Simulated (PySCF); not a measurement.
```xyz
13

C    -2.1135   -0.7447    0.6320
O    -0.7309   -0.7159    0.5167
C    -0.2098    0.2472   -0.4905
O    -1.0589    0.8878   -1.1739
Si    1.5454    0.6767   -0.1291
O     2.2699   -0.6870    0.4971
O     2.2733    1.1388   -1.5565
H    -2.4235   -0.4427    1.6438
H    -2.5391   -0.0451   -0.1015
H    -2.4955   -1.7562    0.4313
H     2.1695    1.7047    0.7467
H     1.6279   -1.3630    0.6973
H     1.6807    1.0999   -2.3030
```

Geometry: GFN2-xTB.

These are results of UKS B3LYP, pcH-1 on C H O Si, non-relativistic, mean-field spin-orbit, GIAO (PySCF 2.14.0, density-fitted response routines), not measurements.

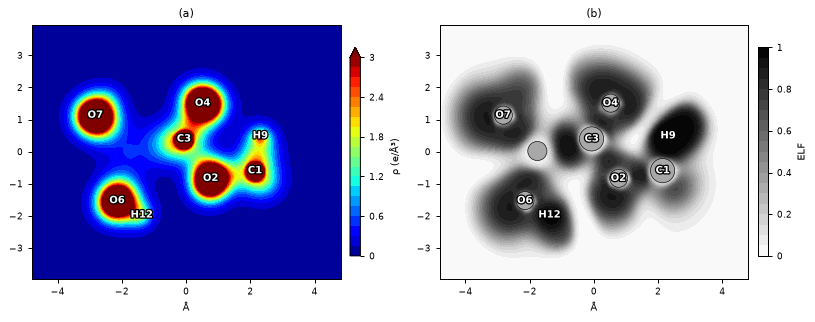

C₂H₆O₄Si (SMILES CO[C]([O-])[SiH](O)O) (charge −1, doublet). (a) electron density; (b) ELF on the plane of atoms C1, O2 and C3. Grey discs cover the atomic cores in the ELF map.

Q: What does the map show?

A:
- The section cuts through C, O and H sites.
- C–O (1.26 Å): ρ is about 2.9 e/Å³ halfway; the ELF peaks at about 0.85 between the atoms; a short, strongly polar bond.
- O–H (0.95 Å): the density is about 3.8 e/Å³ at the midpoint; the ELF climbs to about 1 towards the hydrogen, as it does in any bond to H; an ordinary covalent bond to hydrogen.
- C–O (1.39 Å): ρ at the midpoint is about 2.1 e/Å³, with its minimum of 1.9 e/Å³ about 0.5 Å from C; the ELF peaks at about 0.90 between the atoms; a polar covalent bond.
- C–H (1.10 Å): ρ at the midpoint is about 2 e/Å³; the ELF climbs to about 1 towards the hydrogen: an ordinary covalent bond to hydrogen.
- The ELF also peaks beside O6, O2, O7 and O4, away from the bonds: non-bonding electrons, paired or unpaired.
